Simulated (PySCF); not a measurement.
# C4H9ClO3Si (SMILES COCC(=O)O[SiH2]CCl): what the fields show

```yaml
atoms:
  - { symbol: C, position_ang: [-2.7979, -0.2685, 1.0458] }
  - { symbol: O, position_ang: [-2.7419, -0.2267, -0.3653] }
  - { symbol: C, position_ang: [-1.5706, -0.7557, -0.9109] }
  - { symbol: C, position_ang: [-0.3179, 0.0696, -0.6693] }
  - { symbol: O, position_ang: [-0.2465, 1.0829, -0.0338] }
  - { symbol: O, position_ang: [0.7416, -0.4853, -1.2555] }
  - { symbol: Si, position_ang: [2.3000, 0.0348, -1.0330] }
  - { symbol: C, position_ang: [2.6838, 0.0364, 0.8395] }
  - { symbol: Cl, position_ang: [2.2449, -1.5627, 1.5072] }
  - { symbol: H, position_ang: [-2.0339, 0.3680, 1.4982] }
  - { symbol: H, position_ang: [-3.7845, 0.1009, 1.3170] }
  - { symbol: H, position_ang: [-2.6771, -1.2959, 1.4113] }
  - { symbol: H, position_ang: [-1.7296, -0.8177, -1.9918] }
  - { symbol: H, position_ang: [-1.3694, -1.7735, -0.5353] }
  - { symbol: H, position_ang: [2.4774, 1.3821, -1.5600] }
  - { symbol: H, position_ang: [2.9808, -1.0447, -1.7264] }
  - { symbol: H, position_ang: [3.7354, 0.1903, 1.0651] }
  - { symbol: H, position_ang: [2.0967, 0.7720, 1.3854] }
```

Geometry: GFN2-xTB.

Level of theory: PBE0/pcSseg-1, SCF density, gas phase, non-relativistic in PySCF 2.14.0.

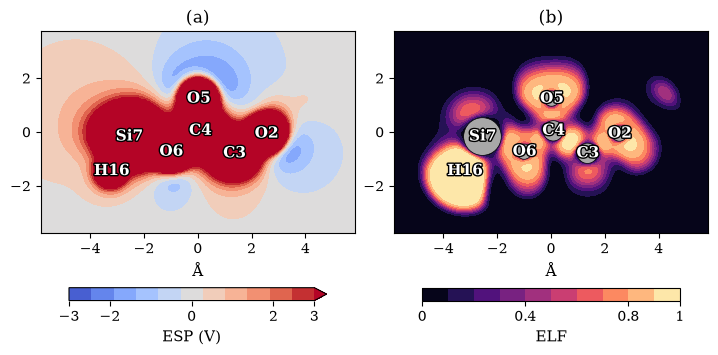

Figure 1. (a) molecular electrostatic potential; (b) electron localisation function on the plane of atoms O2, C3 and C4. Grey discs cover the atomic cores in the ELF map.

Q: Read the bonding off the picture.

A: Atoms in the plane: O, C, Si and H.
C–O (1.20 Å): the ELF peaks at about 0.85 between the atoms (a multiple bond).
C–C (1.52 Å): the ELF peaks at about 0.95 between the atoms, as expected for localised, covalent bonding.
Si–O (1.66 Å): the ELF peaks at about 0.90 between the atoms; a polar covalent bond.
C–O (1.33 Å): the ELF peaks at about 0.85 between the atoms: a polar covalent bond.
The ELF also peaks beside O6, O2 and O5, away from the bonds: lone-pair regions.
Outside the dense part of the molecule the potential is most negative (−1.8 V) near O5.

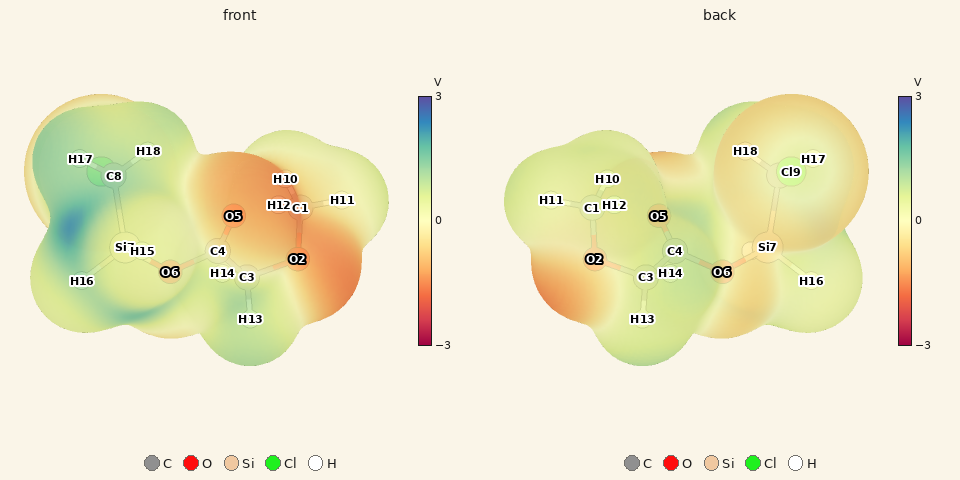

Figure 2. The electrostatic potential painted on the density surface at 0.002 e/bohr³, seen from the front and from behind; red is negative and blue positive.

Q: Which sites attract a positive test charge, and which a negative one?

A: A positive charge is drawn to the negative regions and a negative charge to the positive ones. The most negative region (about −1.5 V, or −35 kcal/mol for a unit charge) lies over O2 and O5, the most positive (about +2.0 V, or +46 kcal/mol for a unit charge) over Si7. Cl9 shows a σ-hole: about +0.3 V at the tip opposite its bond, against about −0.4 V, or −9 kcal/mol for a unit charge on its flanks.

Q: How polar is the molecule by this calculation?

A: Its dipole moment is 1.77 D.
